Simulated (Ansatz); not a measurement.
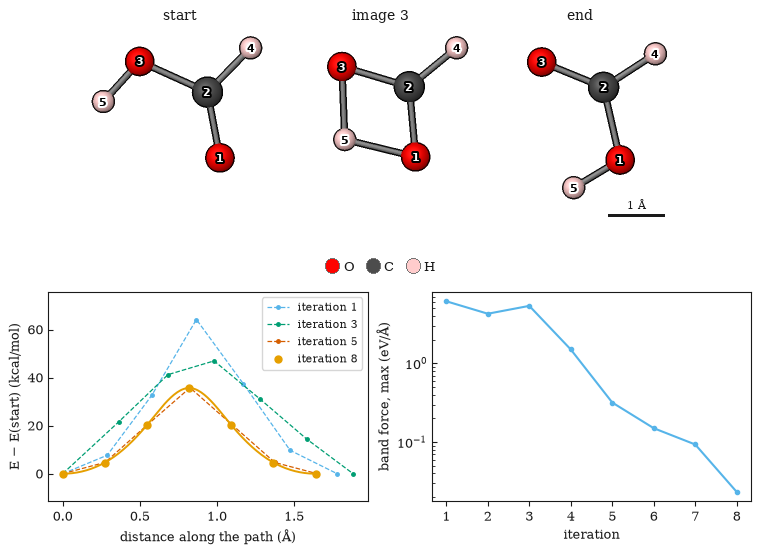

A search for the minimum-energy path of CH2O2 by the nudged elastic band. Images are numbered from 0 (start) to 6 (end). The plot follows the band through its iterations. A ball-and-stick model, seen at a tilt.

Level of theory: RKS PBE0/def2-SVPD (Ansatz). Settings: 5 movable images; climbing image; force threshold 0.05 eV/Å; iteration limit 60; starting path through a guess of the saddle point.

### Judge this run.

The result is final at these settings. The band converged in 8 iterations. The largest component of the band force went from 6.2 to 0.023 eV/Å. The climbing image converged on the top of the path. Its vibrational analysis gives one imaginary mode (1923i cm⁻¹), as a transition state must have. The first iteration put the highest image at 64.2 kcal/mol. The barrier is about 35.7 kcal/mol in both directions, with image 3 at the top; the ends have the same energy.
